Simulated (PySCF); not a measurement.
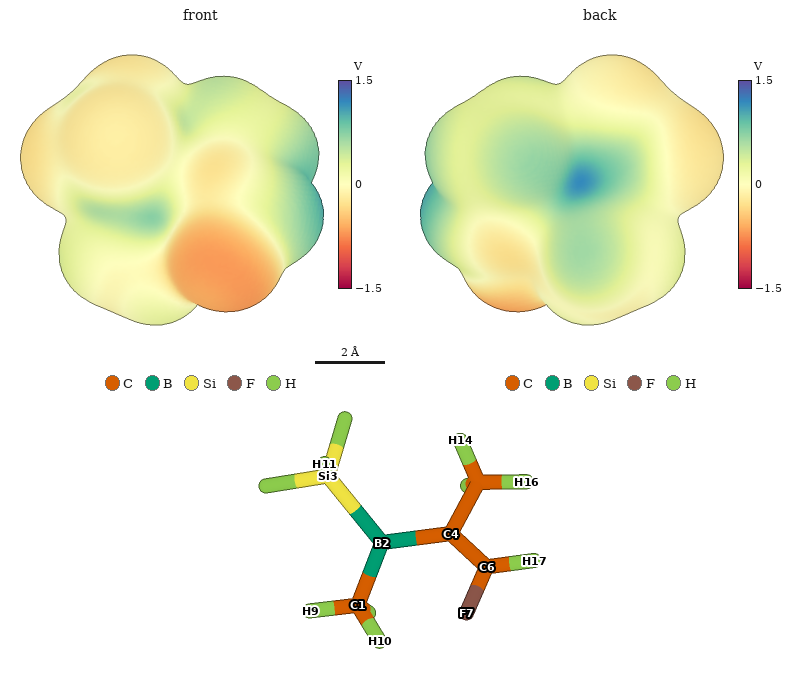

Figure 1: C4H10BFSi. The molecular electrostatic potential painted on the density surface at 0.001 e/bohr³, seen from the front and from behind; red is negative and blue positive. The bare structure is drawn below in the same view.

Geometry: GFN2-xTB.

All numbers below come from PySCF, PBE0/pcSseg-1, SCF density, gas phase, non-relativistic.

```xyz
17

C    -0.7041   -1.9267   -0.2501
B    -0.5038   -0.3902    0.0211
Si   -2.0343    0.8267    0.2658
C     0.9535    0.1666    0.0850
C     1.3127    1.3332   -0.7976
C     1.8883   -0.2876    0.9138
F     1.6656   -1.3026    1.7793
H    -0.4031   -2.1570   -1.2745
H    -1.7251   -2.2821   -0.1280
H    -0.0566   -2.5340    0.3814
H    -2.2044    1.2424    1.6669
H    -1.9378    2.0850   -0.4966
H    -3.3241    0.2449   -0.1368
H     0.6960    2.1938   -0.5432
H     1.1212    1.0860   -1.8409
H     2.3606    1.6053   -0.6900
H     2.8882    0.1083    1.0345
```

**Which sites attract a positive test charge, and which a negative one?**

A positive charge is drawn to the negative regions and a negative charge to the positive ones. The most negative region (about −0.7 V, or −16 kcal/mol for a unit charge) lies over F7, the most positive (about +1.0 V, or +23 kcal/mol for a unit charge) over B2 and H17.

**What dipole moment does the calculation give?**

Its dipole moment is 1.80 D.
